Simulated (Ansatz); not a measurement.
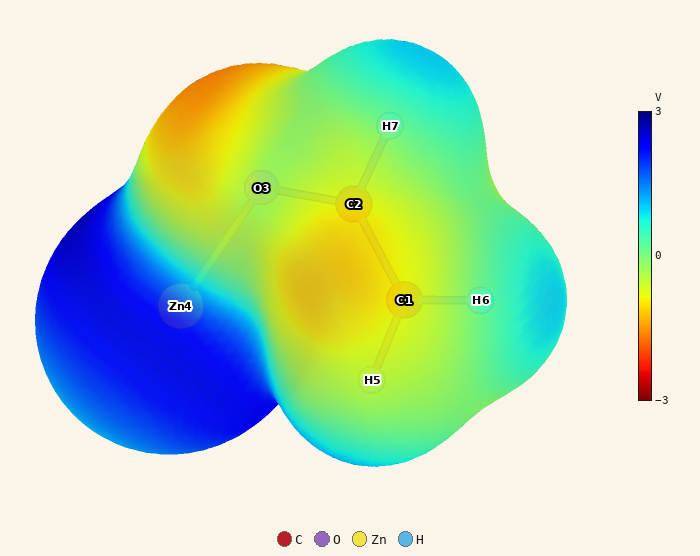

*C2H3OZn (doublet). The electrostatic potential painted on the density surface at 0.004 e/bohr³, seen at a tilt; the colour scale runs from red (negative) to blue (positive).*

Geometry: PBE0-D3(BJ)/pcseg-1.

All numbers below come from Ansatz 0.2.0, isolated molecule in a Gaussian basis; Kohn-Sham density functional theory, functional PBE0.

Input file:

```
crystal:
  periodic: [false, false, false]
  atoms:
    - symbol: C
      position_ang: [-0.222255, -0.308279, 0.036839]
    - symbol: C
      position_ang: [-1.443017, -0.039689, -0.445145]
    - symbol: O
      position_ang: [-2.606703, -0.596232, -0.125374]
    - symbol: Zn
      position_ang: [-2.733729, -1.966727, 1.160952]
    - symbol: H
      position_ang: [-0.059157, -1.073286, 0.800632]
    - symbol: H
      position_ang: [0.646857, 0.235211, -0.324452]
    - symbol: H
      position_ang: [-1.557328, 0.737967, -1.211794]
basis:
  gaussian:
    orbitals: def2-TZVPD
magnetization:
  spin_polarized: true
  initial_magnetization: 1
hamiltonian:
  xc: pbe0
output:
  forces: true
  orbitals: {seedname: orbitals}
```

Run with:

```sh
ansatz run input.yaml --threads 2 --pin off --max-ram 4350MiB --events-out events.jsonl --progress --plain --runs-dir runs
```

Describe the electrostatic potential map.

Answer. The most negative region (about −1.6 V, or −37 kcal/mol for a unit charge) lies over O3, the most positive (about +2.7 V, or +62 kcal/mol for a unit charge) over Zn4. O3 is the likeliest acceptor of a hydrogen bond.

What dipole moment does the calculation give?

Answer. Its dipole moment is 2.18 D.
